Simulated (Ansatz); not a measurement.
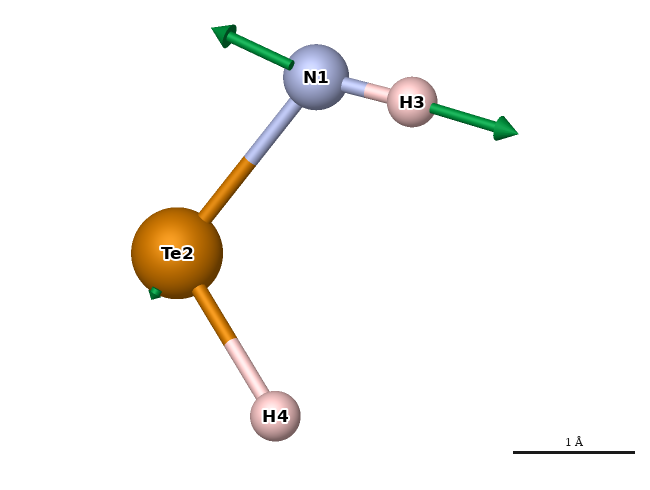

Arrows show the forces on the atoms, 0.1 Å of arrow for 1 eV/Å; forces under a tenth of the largest aren't drawn. State: neutral, doublet. Level of theory: BLYP-D4/def2-TZVPP (Ansatz 0.2.0).

**Which bond do the forces act along most?**

N1–H3, now 0.895 Å: the forces push its atoms apart, so a first step downhill lengthens it.

List the force components in the frame of the picture (x right, y up, z towards the viewer), in eV/Å.

| atom | Fx | Fy | Fz |
| --- | --- | --- | --- |
| N1 | −6.67 | 3.13 | −3.14 |
| Te2 | −0.49 | −0.89 | −0.11 |
| H3 | 7.19 | −2.16 | 3.30 |
| H4 | −0.03 | −0.09 | −0.05 |
